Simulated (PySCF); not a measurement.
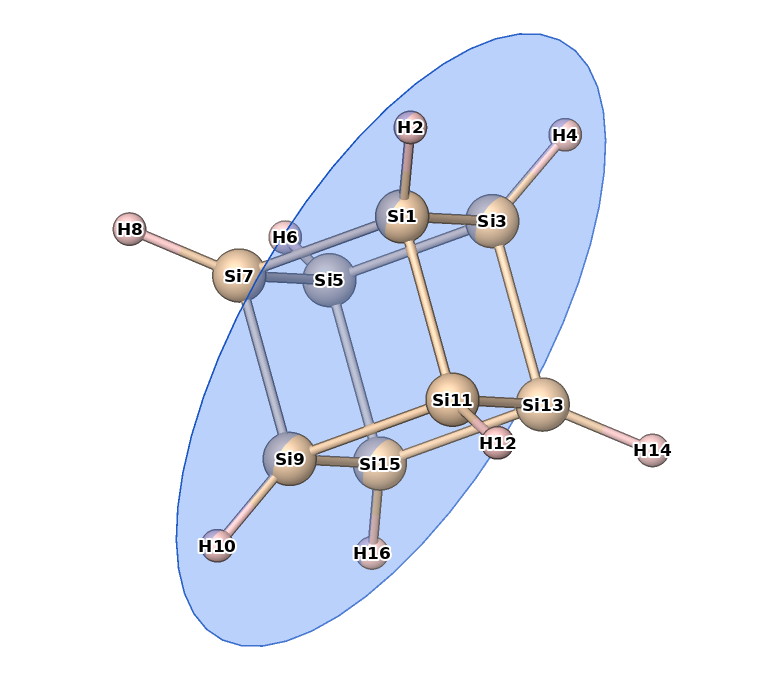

A disc through the centre of mass is drawn in. Atoms fade into the background with distance from the viewer. Computed geometry: PBE0-D3(BJ)/def2-SVP optimisation. No frequency run is at hand to confirm it as a minimum.

Is the plane of the disc a mirror plane of the structure?

Yes. The reflection leaves Si1, H2, Si3, H4, Si9, H10, Si15, H16 in place and moves Si5 ↔ Si13; H6 ↔ H14; Si7 ↔ Si11; H8 ↔ H12. The point group is Oh.
